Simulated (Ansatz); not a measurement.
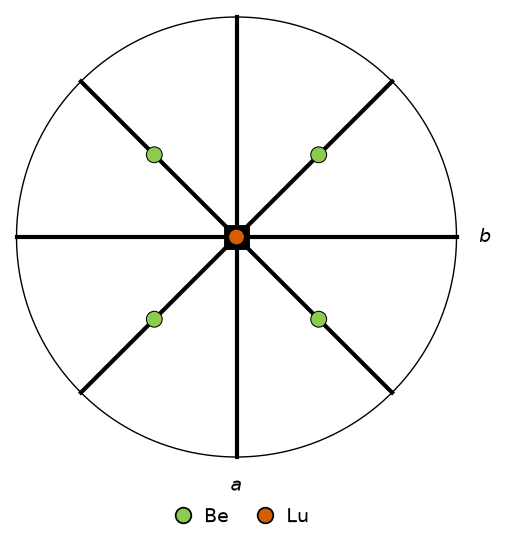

Directions from one lutetium atom at (1/2, 1/2, 0.863) to its bonded neighbours, in stereographic projection down c (filled: above the plane of the page or in it, open: below). Crystal: Lu2Be, coordinates from a relaxation with DFT, PAW plane waves, pbe (Ansatz); the starting structure was generated, so it need not be a known form of this composition. Geometry calculated from the standardised cell; symmetry tolerance 0.002 Å.

Neighbours are counted up to 3.21 Å for Be, 3.28 Å for Lu. The symmetry elements of the site are drawn in: heavy lines are mirror planes (a heavy rim: a mirror in the plane of the page); lens, triangle, square and hexagon are 2-, 3-, 4- and 6-fold axes, a lens in an open square is −4, a triangle in an open hexagon −6; thin dashed diameters join the ends of axes that lie in the page; a small open circle marks inversion.

```cif
data_structure
_symmetry_space_group_name_H-M 'P 1'
_symmetry_Int_Tables_number 1
_cell_length_a 3.3502
_cell_length_b 3.3502
_cell_length_c 11.7586
_cell_angle_alpha 90.000
_cell_angle_beta 90.000
_cell_angle_gamma 90.000
_cell_volume 131.98
loop_
_atom_site_label
_atom_site_type_symbol
_atom_site_fract_x
_atom_site_fract_y
_atom_site_fract_z
_atom_site_occupancy
Lu1 Lu 0.50000 0.50000 0.86262 1
Lu2 Lu 0.00000 0.00000 0.63738 1
Be1 Be 0.00000 0.00000 0.00000 1
Lu3 Lu 0.00000 0.00000 0.36262 1
Lu4 Lu 0.50000 0.50000 0.13738 1
Be2 Be 0.50000 0.50000 0.50000 1
```

Q: How many neighbours are there, and at what angles?

A: 5: 4 Be at 2.87 Å, 1 Lu at 3.23 Å. Angles between bonds: 56° (4×), 71° (4×), 111° (2×).

Q: What is the site's symmetry in the crystal?

A: Point group 4mm (C4v), order 8: one fourfold axis, four mirror planes. In No. 139, I4/mmm this is Wyckoff position 4e.
